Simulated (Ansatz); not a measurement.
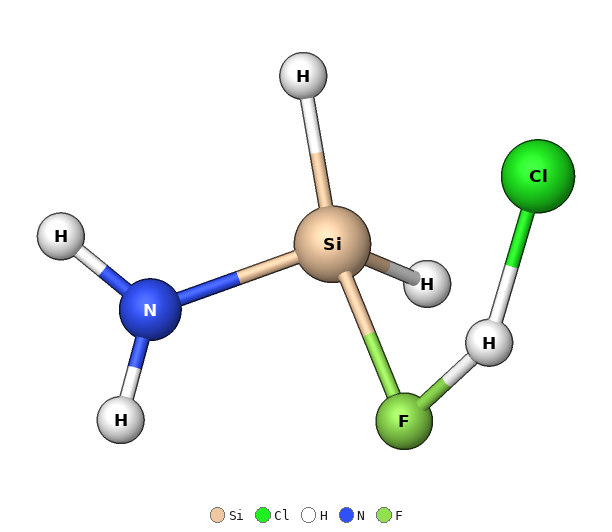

Sticks follow a distance rule. Harmonic vibrations computed with RKS PBE0-D4/def2-TZVP (Ansatz 0.2.0) at a stationary point of the same level.

Minimum or transition state?

Answer. A first-order saddle point: one imaginary frequency, 525i cm⁻¹.

List the wavenumbers.

Answer. 21 modes: 525i, 77, 280, 290, 377, 468, 492, 658, 707, 761, 821, 894, 954, 1010, 1082, 1462, 1580, 2224, 2276, 3629, 3735 cm⁻¹.
